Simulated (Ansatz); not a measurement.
# Relaxing a frame of liquid (Cs,Li)Cl from 900 K (108 atoms), part 3 of 3

Aim: bring a frame of liquid (Cs,Li)Cl from 900 K (108 atoms) to a nearby minimum of the energy and see what moves.

Ansatz 0.2.0; Kohn-Sham DFT, PBE, PAW (set soft_2), plane waves.

The cell: 37 Cs, 17 Li and 54 Cl. The starting topology of bonds comes from the classical model. The ion parameters were fitted for water, not for melts. Sampling is at Γ alone, for a cell whose shortest periodic width is 16 Å. Spin–orbit coupling is left out.

So far, density (g/cm³): step 4 (distances and neighbours after relaxation) 2.7.

### 5. Single point at the relaxed geometry

The electronic structure is read at the final geometry, in a run of its own.

The input, input.yaml:

```yaml
crystal:
  lattice:
    - [16.22871, 0.0, 0.0]
    - [0.0, 16.22871, 0.0]
    - [0.0, 0.0, 16.22871]
  atoms:
    - { symbol: Cs, position: [0.34117, 0.01273, 0.89492] }
    - { symbol: Cs, position: [0.1404, 0.32426, 0.1251] }
    - { symbol: Cs, position: [0.75618, 0.25708, 0.62142] }
    - { symbol: Cs, position: [0.93381, 0.90801, 0.27367] }
    - { symbol: Cs, position: [0.89871, 0.24105, 0.84114] }
    - { symbol: Cs, position: [0.65023, 0.43804, 0.86208] }
    - { symbol: Cs, position: [0.96845, 0.71388, 0.51579] }
    - { symbol: Cs, position: [0.39011, 0.83539, 0.33917] }
    - { symbol: Cs, position: [0.59477, 0.14318, 0.40451] }
    - { symbol: Cs, position: [0.22926, 0.0866, 0.27567] }
    - { symbol: Cs, position: [0.25142, 0.41656, 0.42631] }
    - { symbol: Cs, position: [0.40977, 0.52887, 0.02016] }
    - { symbol: Cs, position: [0.4926, 0.36551, 0.24903] }
    - { symbol: Cs, position: [0.57256, 0.65704, 0.26609] }
    - { symbol: Cs, position: [0.68824, 0.90042, 0.41009] }
    - { symbol: Cs, position: [0.87648, 0.98262, 0.63545] }
    - { symbol: Cs, position: [0.24156, 0.83481, 0.73151] }
    - { symbol: Cs, position: [0.17702, 0.79368, 0.14462] }
    - { symbol: Cs, position: [0.81301, 0.79756, 0.83559] }
    - { symbol: Cs, position: [0.57895, 0.86565, 0.64246] }
    - { symbol: Cs, position: [0.46499, 0.83187, 0.07224] }
    - { symbol: Cs, position: [0.96736, 0.37156, 0.51647] }
    - { symbol: Cs, position: [0.1817, 0.23688, 0.85387] }
    - { symbol: Cs, position: [0.6743, 0.00499, 0.12846] }
    - { symbol: Cs, position: [0.14342, 0.10337, 0.57075] }
    - { symbol: Cs, position: [0.50189, 0.61443, 0.66065] }
    - { symbol: Cs, position: [0.43291, 0.3339, 0.66006] }
    - { symbol: Cs, position: [0.9457, 0.16414, 0.35223] }
    - { symbol: Cs, position: [0.74473, 0.27158, 0.17948] }
    - { symbol: Cs, position: [0.79825, 0.71088, 0.09672] }
    - { symbol: Cs, position: [0.90502, 0.53309, 0.28627] }
    - { symbol: Cs, position: [0.54712, 0.10255, 0.72873] }
    - { symbol: Cs, position: [0.4536, 0.21878, 0.01873] }
    - { symbol: Cs, position: [0.78095, 0.57909, 0.67084] }
    - { symbol: Cs, position: [0.11067, 0.56615, 0.00929] }
    - { symbol: Cs, position: [0.64935, 0.44869, 0.44739] }
    - { symbol: Cs, position: [0.06307, 0.50252, 0.76413] }
    - { symbol: Li, position: [0.69902, 0.0992, 0.90276] }
    - { symbol: Li, position: [0.74931, 0.68264, 0.45527] }
    - { symbol: Li, position: [0.13221, 0.87739, 0.45339] }
    - { symbol: Li, position: [0.60455, 0.91995, 0.8949] }
    - { symbol: Li, position: [0.27152, 0.7179, 0.50241] }
    - { symbol: Li, position: [0.90919, 0.40912, 0.05102] }
    - { symbol: Li, position: [0.08284, 0.99659, 0.86814] }
    - { symbol: Li, position: [0.66131, 0.49794, 0.09257] }
    - { symbol: Li, position: [0.92663, 0.06157, 0.04766] }
    - { symbol: Li, position: [0.27511, 0.5812, 0.23983] }
    - { symbol: Li, position: [0.00201, 0.86935, 0.97301] }
    - { symbol: Li, position: [0.37556, 0.93039, 0.54457] }
    - { symbol: Li, position: [0.13579, 0.64152, 0.35294] }
    - { symbol: Li, position: [0.59708, 0.72497, 0.92263] }
    - { symbol: Li, position: [0.12125, 0.06573, 0.04848] }
    - { symbol: Li, position: [0.03558, 0.737, 0.83692] }
    - { symbol: Li, position: [0.30309, 0.43646, 0.81817] }
    - { symbol: Cl, position: [0.49635, 0.82465, 0.86195] }
    - { symbol: Cl, position: [0.06981, 0.54021, 0.43356] }
    - { symbol: Cl, position: [0.35949, 0.67435, 0.16795] }
    - { symbol: Cl, position: [0.88687, 0.40557, 0.70725] }
    - { symbol: Cl, position: [0.79908, 0.13076, 0.01033] }
    - { symbol: Cl, position: [0.3047, 0.44127, 0.21647] }
    - { symbol: Cl, position: [0.17437, 0.04028, 0.77093] }
    - { symbol: Cl, position: [0.15682, 0.77505, 0.55641] }
    - { symbol: Cl, position: [0.55867, 0.04709, 0.94975] }
    - { symbol: Cl, position: [0.9542, 0.17994, 0.63099] }
    - { symbol: Cl, position: [0.89925, 0.91851, 0.06187] }
    - { symbol: Cl, position: [0.03515, 0.07853, 0.1675] }
    - { symbol: Cl, position: [0.67138, 0.83352, 0.98966] }
    - { symbol: Cl, position: [0.70456, 0.97699, 0.80463] }
    - { symbol: Cl, position: [0.93945, 0.35579, 0.1781] }
    - { symbol: Cl, position: [0.16591, 0.6757, 0.84455] }
    - { symbol: Cl, position: [0.13965, 0.92934, 0.98878] }
    - { symbol: Cl, position: [0.31944, 0.93672, 0.17117] }
    - { symbol: Cl, position: [0.00178, 0.88601, 0.82263] }
    - { symbol: Cl, position: [0.78999, 0.29553, 0.4125] }
    - { symbol: Cl, position: [0.77841, 0.05471, 0.29981] }
    - { symbol: Cl, position: [0.6879, 0.22295, 0.82577] }
    - { symbol: Cl, position: [0.95514, 0.67699, 0.73298] }
    - { symbol: Cl, position: [0.01385, 0.96517, 0.46579] }
    [... 24 atom lines left out ...]
    - { symbol: Cl, position: [0.2399, 0.15164, 0.05054] }
    - { symbol: Cl, position: [0.00856, 0.38989, 0.95328] }
    - { symbol: Cl, position: [0.25627, 0.95872, 0.45471] }
    - { symbol: Cl, position: [0.39236, 0.97337, 0.68105] }
    - { symbol: Cl, position: [0.77545, 0.785, 0.56741] }
    - { symbol: Cl, position: [0.38616, 0.77272, 0.56302] }
kpoints:
  mp_grid: { grid: [1, 1, 1] }
hamiltonian:
  xc: pbe
scf:
  occupations: { method: gaussian, width: 0.025 }
output:
  forces: true
  stress: true
  populations: true
  dos:
    method: { smearing: { sigma: 0.1 } }
    de: 0.1
    projected: { site_lists: { Cl: [Cl], Cs: [Cs], Li: [Li] } }
  eigenvalues: true
  write_density: true
  write_potential: true
  volumetric_format: npy
```

Run with:

```console
ansatz run input.yaml --threads 4 --pin off --max-ram 8192MiB --backend cpu --events-out ev --progress --plain --runs-dir out
```

Numbers of over 12 decimals in the logs are rounded to 6 here.

Log:

```text
[...]
Crystal: 108 atoms, lattice volume = 4274.172 Å³
Basis set: ecut = 420 eV, 83599 PW (Γ), exchange–correlation on 240×240×240 points (8 copies of the dense FFT grid, shifted against one another)
Bands: 489, of which v1, the nominal top of the filled ones, is band 381 counted from 1 (380 counted from 0)
Symmetry: 1 space group operations
[...]
k-points: 1
[...]
SCF iter   1: F=—  HF=-271794.772780 eV  |F-HF|=—  |Δ(HF+E_count)|=         —  Δρ=5.96e-4  dr2=6.89e-2  ethr=1.77e-3  ⟨swp⟩=8.0  Hψ=2282  notcnv=0  defer=40
[...]
SCF iter   7: F=-271794.705196 eV  HF=-271794.705196 eV  |F-HF|=1.43e-8  |Δ(HF+E_count)|=   4.73e-7  Δρ=9.09e-7  dr2=6.34e-8  ethr=1.31e-11  ⟨swp⟩=22.0  Hψ=4538  notcnv=0
SCF 1 converged in 7 iterations: F = -271794.705196 eV  dr2 = 6.34e-8
[...]
WARN: The input density's exchange-correlation potential varies sharply where the density is thin. Do not read a vacuum level from v_tot or v_xc, or from such a field of the output density. On a cell that repeats whose density bears no net charge and no dipole along the vacuum's axis use v_es (v_loc + v_h of the components); [...]
SCF converged after 7 iterations
Free energy (F): -271794.705196 eV
[...]
Internal energy: -271794.705196 eV  (E = F + TS)
E sigma→0 (E₀):  -271794.705196 eV
Fermi energy:    2.823657 eV
[...]
--- Forces (eV/Å), atoms counted from 1 ---
  atom   1  Cs     0.00046719    -0.00032728     0.00383690
  atom   2  Cs     0.00004141    -0.00275818    -0.00092312
  atom   3  Cs    -0.00147834     0.00104326     0.00831002
  atom   4  Cs     0.00102331    -0.00330905    -0.00123781
  atom   5  Cs    -0.00410869     0.00026194     0.00099166
  atom   6  Cs     0.00128102     0.00529304     0.00406107
  atom   7  Cs    -0.00666974    -0.00266708     0.00010157
  atom   8  Cs     0.00206114    -0.00061318    -0.00461382
  atom   9  Cs     0.00461278     0.00182682    -0.00355553
  atom  10  Cs     0.00218170     0.00750904    -0.00297220
  atom  11  Cs     0.00073256     0.00243401    -0.00156025
  atom  12  Cs    -0.00532532    -0.00395602     0.00246989
  atom  13  Cs    -0.00570458     0.00165914     0.00057691
  atom  14  Cs    -0.00918774    -0.00413963    -0.00176207
[...]
atom 107  Cl    -0.00076474     0.00304066     0.00014246
  atom 108  Cl    -0.00283240    -0.00026752     0.00093697
  max |Σ_I F_I| component: 2.67e-5 eV/Å
--- Stress (GPa, compression-positive) ---
        0.030281       0.006233       0.016287
        0.006233       0.055182       0.050268
        0.016287       0.050268       0.009132
  P = ⅓ Tr σ = 0.0315 GPa (0.315 kbar)
--- Band table (eV) ---
[...]
--- Löwdin populations: 108 sites ---
  site symbol       q [e]
     0     Cs      8.1759
     1     Cs      8.1731
     2     Cs      8.1881
[...]
107     Cl      7.6988
  spilling = 0.004889 (of n_electrons = 762.000000)
```

Elapsed: 85 s, on 4 threads of Arm Neoverse V2, shared host; peak memory 5.5 GiB; 5.6 min of CPU time.

The program notes that the exchange-correlation potential is rough where the density is thin.

Numbers from this run:

| Quantity | Value |
| --- | --- |
| free energy | -271794.7052 eV |
| free energy per atom | -2516.6176 eV/atom |
| SCF cycles | 7 |
| pressure | 0.03153 GPa |
| r.m.s. force component | 0.00355 eV/Å |
| longest force | 0.01348 eV/Å |
| Fermi energy | 2.824 eV |
| gap (highest filled to lowest empty level) | 4.325 eV |
| spilling of the projection | 0.004889 |

Löwdin charges by element and coordination (they lack the spilled electrons, 0.034 e an atom on average):

```
element  coordination  atoms  mean charge (e)  spread   least    most
     Cl           all     54           -0.715  0.0219  -0.758  -0.674
     Cl             4      7           -0.720  0.0173  -0.749  -0.697
     Cl             5     30           -0.714  0.0246  -0.758  -0.674
     Cl             6     17           -0.715  0.0179  -0.744  -0.691
     Cs           all     37            0.829  0.0084   0.812   0.846
     Cs             5     13            0.836  0.0068   0.822   0.846
     Cs             6     18            0.826   0.007   0.812   0.836
     Cs             7      6            0.822  0.0024   0.818   0.825
     Li           all     17            0.687  0.0125   0.667   0.716
     Li             3      3            0.707   0.007   0.699   0.716
     Li             4     14            0.682  0.0082   0.667   0.701
```

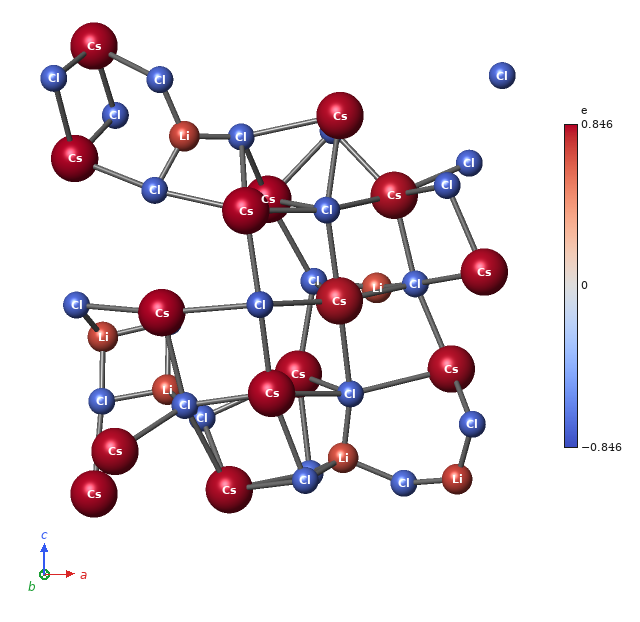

Atoms coloured by Löwdin charge. Drawn is a slice 6 Å thick, seen along the normal of the ac plane. Bonds to atoms that aren't drawn are left out.

Density of states as counts of states in windows of 1 eV (from the Fermi level), total and the larger projections:

```
from (eV)  to (eV)  total   Cl p   Cs p  Cs s
      -14      -13    1.5    0.0    0.0   0.1
      -13      -10    0.0    0.0    0.0   0.0
      -10       -9    0.3    0.0    0.3   0.0
       -9       -8  219.1    3.7  213.5   0.8
       -8       -7    2.6    0.0    2.5   0.0
       -7       -5    0.0    0.0    0.0   0.0
       -5       -4    5.0    4.5    0.0   0.0
       -4       -3  110.8  103.7    1.1   2.1
       -3       -2  208.1  200.8    2.8   2.1
       -2       -1    0.1    0.1    0.0   0.0
       -1        2    0.0    0.0    0.0   0.0
        2        3    6.0    0.2    0.1   4.2
        3        4   55.8    1.7    0.4  20.6
        4        5  116.1    2.0    0.3  16.3
```

Between -26 and -14 eV lie 180 more states.

About 34 of the 762 electrons lie in deeper levels, below the stored range.

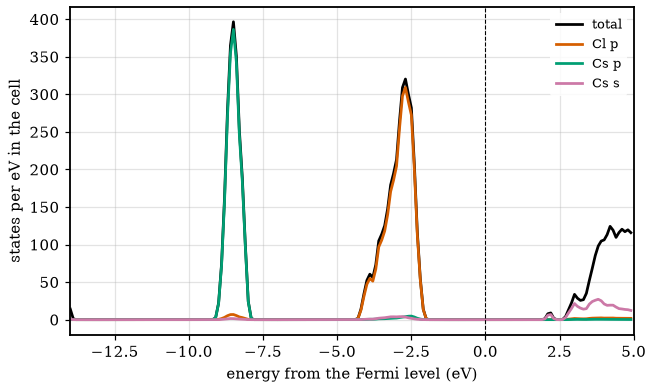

Total and projected density of states, with the broadening of the input.

The levels nearest the highest filled one (over half full), pooled over k-points and spins:

```
level less the highest filled one (eV)  occupation
                                -0.130           2
                                -0.118           2
                               -0.0993           2
                                -0.072           2
                               -0.0616           2
                                     0           2
                                  4.32           0
                                  4.97           0
                                   5.1           0
                                  5.15           0
                                  5.21           0
                                  5.24           0
```

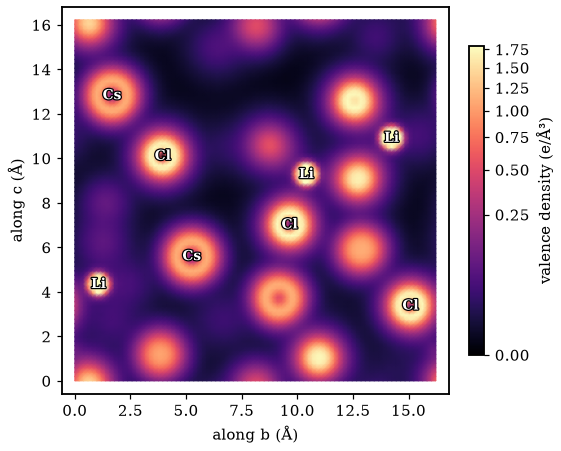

Valence density in the bc plane at fractional x = 0.132, with atoms of Cs and Li and Cl within 0.2 Å of it. It is the smooth field of the valence electrons, not physical close to the nuclei. The map starts off the cell's origin, so that atoms lie inside it. The colour scale is stretched toward low values.

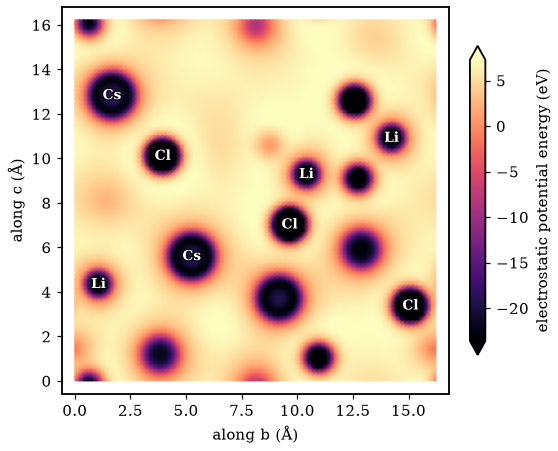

Electrostatic potential energy in the bc plane at fractional x = 0.132, with atoms of Cs and Li and Cl within 0.2 Å of it. With pseudopotentials it is smooth inside the atoms' cores, unlike the true potential. The map starts off the cell's origin, so that atoms lie inside it.

Mean Löwdin charges: Cl -0.71, Cs +0.83, Li +0.69 e (they miss 0.49 % of the electrons, so they add up to more than the cell's charge). The largest share in the top eV of filled states is Cl p (97 % of the projected weight), and in the lowest eV of empty states Cs s (81 % of the projected weight).

A closer look about Cl81, whose charge lies farthest from its element's mean: 9 atoms, nearest first, numbered in the order of the input, with positions taken from that point.

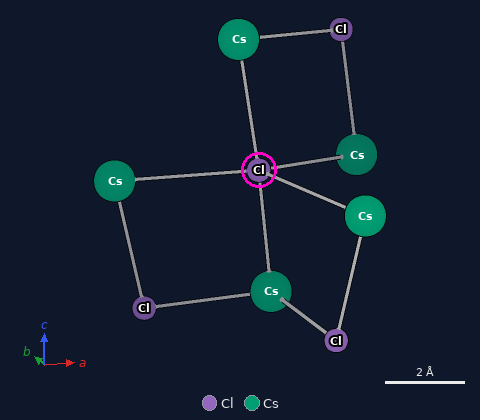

The atoms of the table, within 5.0 Å (arrows a, b, c point along x, y, z); some may hide others; the central atom is ringed.

```
 atom      x      y      z  distance (Å)  bonds  Löwdin charge (e)
 Cl81   0.00   0.00   0.00          0.00      5              -0.76
 Cs13   0.47   0.63  -3.27          3.37      5               0.83
 Cs27  -0.50   0.12   3.40          3.43      5               0.84
 Cs36   3.01   1.98  -0.06          3.60      6               0.81
  Cs9   2.13  -2.98  -0.75          3.74      6               0.83
 Cs11  -3.45   1.46  -0.40          3.76      5               0.84
 Cl93   2.54   1.69   3.26          4.46      6              -0.74
Cl100   1.48  -2.43  -4.06          4.96      5              -0.75
 Cl60  -2.58   1.86  -3.80          4.96      5              -0.72
```

The column of bonds counts only the pairs Cl-Cs within 4.18 Å, Cl-Li within 2.98 Å; other neighbours, such as metal atoms beside each other in a compound, aren't counted, and periodic images can show an atom twice.

### 6. Results

| Item | Value |
| --- | --- |
| energy change in the relaxation | -118.2 meV/atom |
| r.m.s. displacement | 0.973 Å |
| largest displacement | 2.552 Å |
| free energy per atom | -2516.6176 eV/atom |
| pressure | 0.03153 GPa |
| r.m.s. force component | 0.00355 eV/Å |
| gap (highest filled to lowest empty level) | 4.325 eV |
| wall time of the 3 DFT runs | 28 min |

Relaxation lowers the energy by 118 meV/atom and moves atoms by 0.97 Å r.m.s.; the r.m.s. force component goes from 0.43 to 0.0036 eV/Å, the pressure goes from 1.4 to 0.032 GPa, and the gap from 3.82 to 4.32 eV. By the final cutoffs 23 of 255 bonded pairs parted and 48 joined. From the first step to the last the energy fell by 12.769 eV, and the largest move was 2.55 Å (Cs9). The Cl-Cs bonds go from 3.396 Å (spread 0.281) to 3.551 Å (spread 0.176), and their number from 192 to 215. Counting bonds as in the table, 56 % of Cl atoms have 5, 49 % of Cs atoms have 6 and 82 % of Li atoms have 4 bonded neighbours. Between filled and empty levels lie 4.32 eV (at Γ alone); a semilocal functional tends to put such gaps too low. In a disordered cell it changes from sample to sample and from frame to frame.

**Limits.** The starting topology of bonds comes from the classical model; in DFT 23 of its 255 bonded pairs passed out of the cutoffs and 48 came within them.

[Logs are printed without paths, hosts, clocks, repeated set-up lines and the standing remarks that a program may print on its own settings, such as how far it seeks lower states.]

[Hosts, paths, dates, database ids (printed as entryN), source tags and the programs' standing remarks are cut or masked in the printed files.]
